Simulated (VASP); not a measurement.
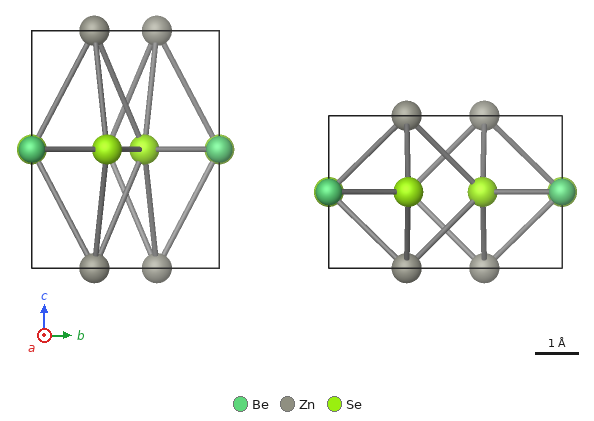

Two geometries of crystalline BeZn$_{2}$Se$_{3}$ (a generated structure, set up in P-62m), drawn at one scale. One is the start of a relaxation, the other its converged end. The picture is a ball-and-stick view of the cell of the calculation, seen along the a axis.

All numbers below come from VASP, Kohn-Sham DFT of a periodic cell, PBE, VASP PAW PBE potentials, recommended. Set-up: plane-wave cutoff 520 eV; k-point mesh 3 × 3 × 3; occupations gaussian; smearing width 0.15 eV; no spin polarisation.

### Which one is relaxed?

The right one is the relaxed one. The run lets cell and atoms move. The energy falls by 699 meV per atom in 23 geometry steps. Largest force component: 0.12 eV/Å at the start, 0.041 eV/Å at the end. Pressure: 10.51 GPa at the start and 0.05 GPa at the end. The largest moves relative to the cell, 0.38 Å, are those of Se atoms. Zn and Be stay in place. The volume changes by −0.7 %, with a = b 5.101 → 6.345 Å (+24.4 %), c 5.595 → 3.592 Å (−35.8 %). Some distances before and after: Se–Se 2.698 → 3.624 Å, Se–Zn 3.202 → 2.757 Å, Be–Se 2.042 → 2.162 Å. The space group stays P-62m (No. 189). At step 8 the optimiser overshot: the energy rose above the start, and later steps came back.
